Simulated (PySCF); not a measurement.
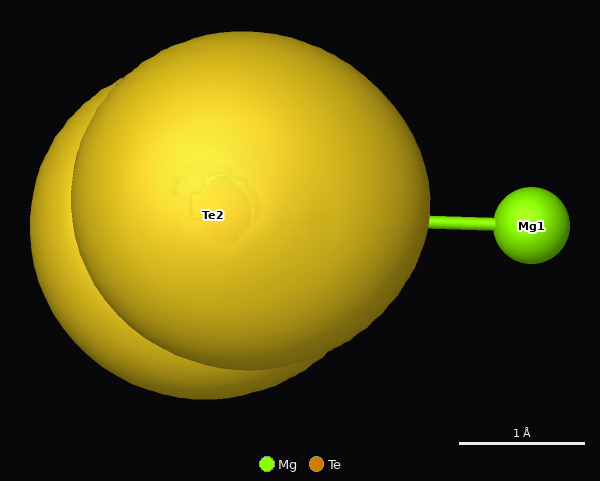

*MgTe (charge +1, doublet). Isosurfaces of the spin density (α minus β) at +0.015 (yellow) and −0.015 e/Å³ (cyan), seen from one side.*

Core potentials replace the inner electrons of Te.

These are results of PBE0/def2-SVPD, non-relativistic Hamiltonian with scalar-relativistic core potentials where named, at a bond length of 2.600 Å (PySCF 2.14.0), not measurements.

Q: Which atoms carry the spin?

A: The unpaired spin (1 electron) lies mostly on Te2 (about 1.0), in electrons by Hirshfeld's partition.
